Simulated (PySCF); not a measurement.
# Run report: HfH$_{4}$O$_{2}$F$_{4}$, geometry relaxation (part 2 of 2)

Continued. System: HfH$_{4}$O$_{2}$F$_{4}$ (trans-Hf(H2O)2F4). Method: PBE0-D3(BJ)/def2-SVP geometry optimisation, gas phase (PySCF 2.14.0). The run did not end well. It belongs to a series of runs on one base structure; here: trans, H2O.

Geometry of the input (Å):
```
Hf 0.3582  0.1701  -0.0001
O  -0.1012  -0.0859  2.1229
H  -1.0364  -0.4061  1.8852
H  -0.0898  0.8723  2.3649
O  -0.2035  -0.1789  -2.1489
H  -0.6732  -0.9542  -1.8461
H  0.7239  -0.4459  -2.3984
F  2.0103  0.2044  -0.8717
F  -1.5727  0.4415  0.0908
F  0.5726  1.9251  0.7740
F  0.1100  -1.6279  0.0583
```

Trajectory as extended XYZ, continued:
```
11
Properties=species:S:1:pos:R:3:forces:R:3 step=17 energy=-16317.46848
Hf    0.3078    0.3066   -0.0039    0.0199  -0.0077   0.1066
O    -0.4510    0.0376    2.1764    0.0344   0.0019  -0.0468
H    -0.9888   -0.6962    2.4929   -0.0036  -0.0028   0.0155
H    -0.7261    0.8589    2.6031   -0.0128  -0.0177   0.0059
O     0.0634   -0.4672   -2.1711   -0.0363   0.0534  -0.0344
H    -0.6458   -1.0328   -2.4948    0.0084  -0.0165  -0.0254
H     0.9046   -0.7300   -2.5671   -0.0254  -0.0275   0.0089
F     1.9715    0.5777   -0.9800    0.0134   0.0153   0.0011
F    -1.5385    0.6898   -0.4671   -0.0029  -0.0159  -0.0346
F     0.6442    1.9404    0.9982   -0.0088   0.0250  -0.0040
F     0.5569   -1.5703    0.4444    0.0138  -0.0073   0.0073
11
Properties=species:S:1:pos:R:3:forces:R:3 step=18 energy=-16317.46976
Hf    0.3116    0.3190   -0.0074    0.0254   0.0280   0.1213
O    -0.4453    0.0310    2.1730   -0.0171  -0.0236  -0.0204
H    -0.9389   -0.7290    2.5013    0.0187   0.0055  -0.0137
H    -0.7508    0.8335    2.6138    0.0056   0.0053   0.0012
O     0.0477   -0.4740   -2.1655   -0.0173   0.0287  -0.0581
H    -0.6743   -1.0227   -2.4895   -0.0177  -0.0122  -0.0108
H     0.8772   -0.7510   -2.5755   -0.0057  -0.0094   0.0133
F     1.9607    0.6109   -0.9993    0.0049  -0.0019  -0.0078
F    -1.5377    0.6992   -0.4664    0.0104  -0.0234  -0.0227
F     0.6480    1.9484    0.9996   -0.0189   0.0208  -0.0085
F     0.5998   -1.5508    0.4468    0.0116  -0.0178   0.0062
11
Properties=species:S:1:pos:R:3:forces:R:3 step=19 energy=-16317.47154
Hf    0.3166    0.3323   -0.0058    0.0246   0.0297   0.0622
O    -0.4339    0.0186    2.1705   -0.0336  -0.0266  -0.0066
H    -0.8840   -0.7679    2.4991    0.0181   0.0084  -0.0165
H    -0.7702    0.8003    2.6257    0.0108   0.0071  -0.0010
O     0.0295   -0.4704   -2.1643   -0.0080   0.0168  -0.0416
H    -0.7061   -1.0062   -2.4798   -0.0206   0.0012   0.0012
H     0.8460   -0.7614   -2.5894    0.0083  -0.0022   0.0133
F     1.9501    0.6455   -1.0140    0.0017  -0.0113  -0.0074
F    -1.5385    0.6941   -0.4600    0.0133  -0.0203  -0.0036
F     0.6414    1.9616    1.0036   -0.0169   0.0103  -0.0111
F     0.6471   -1.5320    0.4453    0.0021  -0.0131   0.0110
11
Properties=species:S:1:pos:R:3:forces:R:3 step=20 energy=-16317.47254
Hf    0.3206    0.3375   -0.0007    0.0178   0.0043  -0.0133
O    -0.4220    0.0026    2.1704   -0.0131  -0.0018  -0.0099
H    -0.8571   -0.7965    2.4872    0.0009  -0.0040   0.0037
H    -0.7719    0.7733    2.6340    0.0042  -0.0046   0.0001
O     0.0171   -0.4511   -2.1694   -0.0044   0.0250   0.0047
H    -0.7259   -0.9839   -2.4737    0.0033   0.0103  -0.0004
H     0.8277   -0.7482   -2.6012    0.0005  -0.0112   0.0042
F     1.9470    0.6613   -1.0162    0.0017  -0.0093  -0.0016
F    -1.5406    0.6779   -0.4479    0.0023  -0.0112   0.0080
F     0.6310    1.9683    1.0102   -0.0047   0.0028  -0.0099
F     0.6721   -1.5266    0.4383   -0.0085  -0.0003   0.0143
11
Properties=species:S:1:pos:R:3:forces:R:3 step=21 energy=-16317.47277
Hf    0.3230    0.3375    0.0015    0.0078  -0.0177  -0.0361
O    -0.4173   -0.0050    2.1704   -0.0036   0.0069  -0.0051
H    -0.8535   -0.8063    2.4796   -0.0011  -0.0049   0.0082
H    -0.7691    0.7630    2.6372   -0.0009  -0.0069   0.0008
O     0.0134   -0.4371   -2.1723   -0.0009   0.0221   0.0150
H    -0.7321   -0.9692   -2.4718    0.0059   0.0121  -0.0020
H     0.8219   -0.7377   -2.6059   -0.0011  -0.0118   0.0024
F     1.9492    0.6603   -1.0151    0.0038  -0.0039   0.0044
F    -1.5412    0.6681   -0.4404   -0.0030  -0.0046   0.0081
F     0.6290    1.9689    1.0121    0.0011   0.0044  -0.0050
F     0.6746   -1.5281    0.4355   -0.0081   0.0043   0.0093
11
Properties=species:S:1:pos:R:3:forces:R:3 step=22 energy=-16317.47293
Hf    0.3264    0.3343    0.0039   -0.0074  -0.0320  -0.0369
O    -0.4109   -0.0192    2.1710    0.0111   0.0219   0.0014
H    -0.8538   -0.8210    2.4691   -0.0033  -0.0130   0.0116
H    -0.7630    0.7458    2.6425   -0.0056  -0.0051  -0.0009
O     0.0092   -0.4094   -2.1771    0.0082   0.0089   0.0167
H    -0.7397   -0.9389   -2.4728    0.0031   0.0130  -0.0041
H     0.8154   -0.7158   -2.6111   -0.0036  -0.0084  -0.0008
F     1.9545    0.6547   -1.0112    0.0087   0.0008   0.0099
F    -1.5426    0.6534   -0.4277   -0.0096   0.0035   0.0046
F     0.6290    1.9652    1.0161    0.0044   0.0035  -0.0009
F     0.6735   -1.5344    0.4284   -0.0058   0.0069  -0.0004
11
Properties=species:S:1:pos:R:3:forces:R:3 step=23 energy=-16317.47298
Hf    0.3279    0.3291    0.0050   -0.0190  -0.0277  -0.0190
O    -0.4063   -0.0305    2.1728    0.0174   0.0164   0.0023
H    -0.8572   -0.8308    2.4634    0.0011  -0.0064   0.0098
H    -0.7564    0.7341    2.6464   -0.0086  -0.0030  -0.0014
O     0.0078   -0.3849   -2.1814    0.0125  -0.0099   0.0066
H    -0.7438   -0.9108   -2.4770   -0.0059   0.0139  -0.0041
H     0.8123   -0.6970   -2.6147   -0.0009  -0.0011  -0.0017
F     1.9600    0.6457   -1.0057    0.0120   0.0029   0.0124
F    -1.5442    0.6437   -0.4188   -0.0083   0.0057   0.0016
F     0.6308    1.9585    1.0195    0.0040   0.0058   0.0005
F     0.6672   -1.5426    0.4213   -0.0043   0.0033  -0.0070
11
Properties=species:S:1:pos:R:3:forces:R:3 step=24 energy=-16317.47317
Hf    0.3274    0.3254    0.0046   -0.0234  -0.0105   0.0001
O    -0.4055   -0.0331    2.1741    0.0123   0.0054   0.0042
H    -0.8581   -0.8325    2.4649    0.0068  -0.0034   0.0037
H    -0.7547    0.7315    2.6480   -0.0060   0.0038  -0.0027
O     0.0092   -0.3760   -2.1832    0.0120  -0.0203  -0.0016
H    -0.7444   -0.8972   -2.4818   -0.0083   0.0142  -0.0036
H     0.8132   -0.6916   -2.6150   -0.0014   0.0029  -0.0020
F     1.9631    0.6389   -1.0014    0.0124   0.0007   0.0113
F    -1.5449    0.6424   -0.4178   -0.0019   0.0032   0.0002
F     0.6325    1.9544    1.0194    0.0005   0.0055  -0.0004
F     0.6602   -1.5477    0.4190   -0.0030  -0.0014  -0.0092
11
Properties=species:S:1:pos:R:3:forces:R:3 step=25 energy=-16317.47349
Hf    0.3252    0.3208    0.0045   -0.0175   0.0118   0.0148
O    -0.4047   -0.0326    2.1763    0.0059  -0.0082  -0.0004
H    -0.8586   -0.8304    2.4699    0.0110   0.0054   0.0004
H    -0.7519    0.7342    2.6483   -0.0032   0.0032  -0.0028
O     0.0124   -0.3712   -2.1853    0.0127  -0.0265  -0.0069
H    -0.7426   -0.8875   -2.4888   -0.0144   0.0138  -0.0023
H     0.8160   -0.6895   -2.6159    0.0019   0.0067  -0.0001
F     1.9667    0.6304   -0.9938    0.0084  -0.0031   0.0066
F    -1.5458    0.6438   -0.4205    0.0032  -0.0015   0.0007
F     0.6323    1.9504    1.0184   -0.0039   0.0048  -0.0022
F     0.6491   -1.5539    0.4178   -0.0041  -0.0063  -0.0077
11
Properties=species:S:1:pos:R:3:forces:R:3 step=26 energy=-16317.47396
Hf    0.3220    0.3144    0.0048   -0.0122   0.0358   0.0215
O    -0.4004   -0.0322    2.1793   -0.0021  -0.0199  -0.0016
H    -0.8540   -0.8289    2.4770    0.0130   0.0049  -0.0031
H    -0.7461    0.7362    2.6499    0.0021   0.0073  -0.0036
O     0.0157   -0.3627   -2.1890    0.0119  -0.0282  -0.0034
H    -0.7428   -0.8707   -2.4981   -0.0120   0.0136  -0.0023
H     0.8186   -0.6852   -2.6179    0.0003   0.0071  -0.0010
F     1.9718    0.6173   -0.9822    0.0036  -0.0080   0.0010
F    -1.5474    0.6434   -0.4239    0.0079  -0.0064   0.0028
F     0.6296    1.9464    1.0158   -0.0076   0.0023  -0.0047
F     0.6312   -1.5634    0.4150   -0.0050  -0.0084  -0.0057
11
Properties=species:S:1:pos:R:3:forces:R:3 step=27 energy=-16317.47459
Hf    0.3187    0.3078    0.0058   -0.0062   0.0451   0.0177
O    -0.3901   -0.0350    2.1831   -0.0052  -0.0290  -0.0049
H    -0.8403   -0.8330    2.4832    0.0133   0.0127  -0.0038
H    -0.7354    0.7339    2.6532    0.0045   0.0026  -0.0013
O     0.0161   -0.3476   -2.1935    0.0120  -0.0297   0.0018
H    -0.7485   -0.8439   -2.5065   -0.0130   0.0131  -0.0025
H     0.8155   -0.6771   -2.6235    0.0018   0.0081  -0.0013
F     1.9776    0.6016   -0.9693   -0.0007  -0.0100  -0.0015
F    -1.5502    0.6393   -0.4240    0.0076  -0.0083   0.0045
F     0.6248    1.9430    1.0129   -0.0086   0.0033  -0.0044
F     0.6098   -1.5747    0.4095   -0.0056  -0.0079  -0.0044
11
Properties=species:S:1:pos:R:3:forces:R:3 step=28 energy=-16317.47563
Hf    0.3143    0.3000    0.0073   -0.0031   0.0465   0.0044
O    -0.3702   -0.0431    2.1880   -0.0030  -0.0207  -0.0057
H    -0.8141   -0.8436    2.4903    0.0067   0.0038  -0.0018
H    -0.7151    0.7246    2.6605    0.0085   0.0003   0.0011
O     0.0123   -0.3228   -2.1997    0.0125  -0.0264   0.0136
H    -0.7613   -0.8030   -2.5159   -0.0065   0.0127  -0.0033
H     0.8064   -0.6608   -2.6330   -0.0019   0.0065  -0.0040
F     1.9838    0.5814   -0.9539   -0.0037  -0.0110  -0.0027
F    -1.5554    0.6313   -0.4201    0.0038  -0.0080   0.0060
F     0.6164    1.9401    1.0091   -0.0078   0.0004  -0.0036
F     0.5807   -1.5896    0.3983   -0.0055  -0.0041  -0.0038
11
Properties=species:S:1:pos:R:3:forces:R:3 step=29 energy=-16317.47721
Hf    0.3076    0.2908    0.0094    0.0001   0.0302  -0.0194
O    -0.3379   -0.0585    2.1948    0.0038  -0.0029  -0.0083
H    -0.7761   -0.8615    2.4981   -0.0018  -0.0041   0.0027
H    -0.6786    0.7084    2.6721    0.0104  -0.0075   0.0070
O     0.0029   -0.2870   -2.2073    0.0145  -0.0187   0.0250
H    -0.7809   -0.7489   -2.5262   -0.0004   0.0123  -0.0033
H     0.7901   -0.6321   -2.6475   -0.0044   0.0038  -0.0061
F     1.9890    0.5560   -0.9368   -0.0054  -0.0097  -0.0021
F    -1.5642    0.6197   -0.4104   -0.0054  -0.0049   0.0072
F     0.6046    1.9361    1.0060   -0.0056  -0.0011   0.0009
F     0.5416   -1.6085    0.3787   -0.0058   0.0025  -0.0037
11
Properties=species:S:1:pos:R:3:forces:R:3 step=30 energy=-16317.47726
Hf    0.3075    0.2916    0.0092   -0.0299   0.0177  -0.0199
O    -0.3329   -0.0613    2.1952   -0.0041  -0.0164   0.0060
H    -0.7707   -0.8647    2.4985    0.0048  -0.0024  -0.0043
H    -0.6719    0.7038    2.6763    0.0121   0.0006   0.0042
O     0.0008   -0.2829   -2.2066   -0.0071  -0.0305   0.0034
H    -0.7829   -0.7444   -2.5264   -0.0058   0.0147   0.0005
H     0.7870   -0.6271   -2.6492    0.0025   0.0100   0.0013
F     1.9848    0.5545   -0.9443    0.0182   0.0062   0.0126
F    -1.5662    0.6184   -0.4053    0.0041  -0.0049   0.0038
F     0.6039    1.9351    1.0086    0.0062   0.0073  -0.0053
F     0.5387   -1.6085    0.3749   -0.0010  -0.0023  -0.0021
```

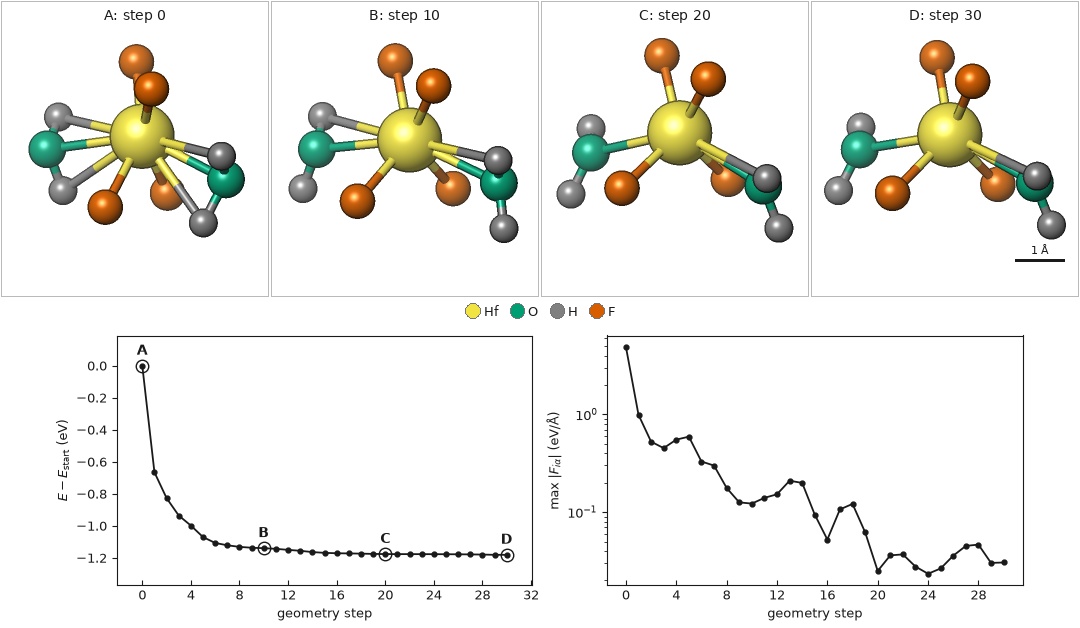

Frames of the relaxation (ball-and-stick view, seen at a tilt) above the curves, on which the letters mark them (steps are counted from 0).

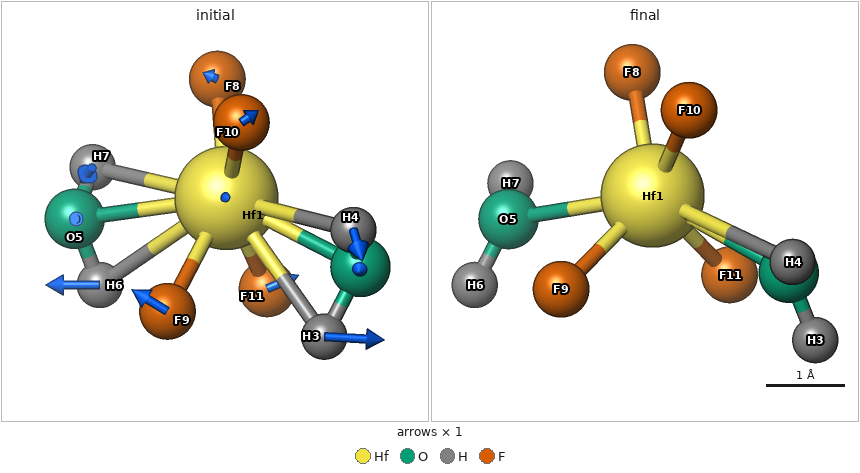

Before (left) and after (right) the relaxation, at one scale (ball-and-stick view, seen at a tilt). The blue arrows give the displacements, at true length. The relaxation stopped without meeting its thresholds, so the last structure isn't shown to be converged. The energy falls by 1.180 eV in 30 geometry steps. Largest force component: 4.9 eV/Å at the start, 0.03 eV/Å at the end. The atom that moves furthest after the best rigid fit is H3 (0.79 Å). Largest moves by element: H 0.79 Å, F 0.55 Å, O 0.21 Å, Hf 0.10 Å. Among the contacts that change: Hf1–H6 2.395 → 2.948 Å, Hf1–H3 2.415 → 2.949 Å, Hf1–H4 2.507 → 2.871 Å, Hf1–H7 2.503 → 2.853 Å. Among the angles that change: Hf1–O5–H6 86.9° → 123.0°, Hf1–O2–H3 90.2° → 123.5°, Hf1–O5–H7 92.8° → 114.9°. (Atoms are counted from 1 in the order of the input.)

Outcome:

| quantity | value |
| --- | --- |
| outcome | not converged |
| total energy | −599.656234 hartree |
| dipole moment | 4.22 D |
| point group | C1 |
| hardware | 1 CPU thread, shared host |
| wall time | 4.8 min |
| peak memory | 0.62 GiB |

What went wrong:

The run did not converge. At least one of its steps failed, so the values that rest on that step are not results.
